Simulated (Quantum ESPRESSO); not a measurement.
# Voltage at the next charge: Y2COS MXene, 1 layer against an electrode

How the rows were computed: Quantum ESPRESSO 7.5, PBE, GBRV ultrasoft; ESM with bc3, a metal electrode 5.21 Å above the top atoms; cell area 11.442 Å²; ions fixed. V is the potential energy of an electron at the electrode over the slab's Fermi level, divided by e, so that it equals the work function at zero charge; positive charge removes electrons.

```tsv
charge (e a cell)	V (V)
0	5.123
0.0157	6.291
0.0314	7.465
```

To predict: What is V at a charge of 0.0628 e, and what capacitance do the rows imply?

**Fit.** The last two rows give dV/dq = (7.465 − 6.291)/(0.0314 − 0.0157) = 74.8 V/e, so C = 1602/(11.442 × 74.8) = 1.87 µF/cm², an effective gap of 8.854/1.87 = 4.73 Å. At constant C, V = 7.465 + 74.8 × 0.0314 = 9.81 V.

**The withheld run.** V = 9.825 V; the estimate misses by −0.01 V, 0.5 % of the step. Over the three intervals C goes 1.88, 1.87 and 1.86 µF/cm².

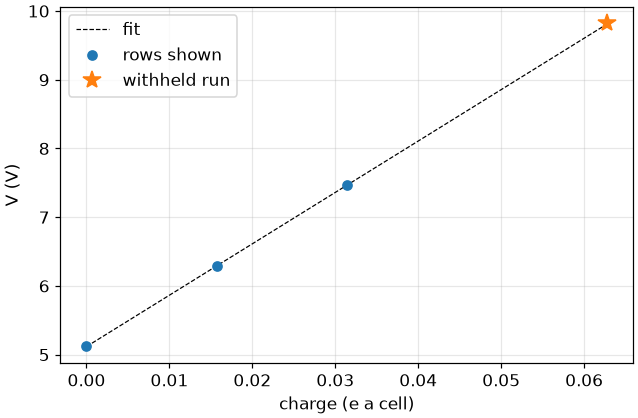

The rows shown, the fit and the withheld run.

Caveats: Vacuum fills the gap; a dielectric or electrolyte would change C. The slab is thin.

[Logs are printed without paths, hosts, clocks, repeated set-up lines and the standing remarks that a program may print on its own settings, such as how far it seeks lower states.]
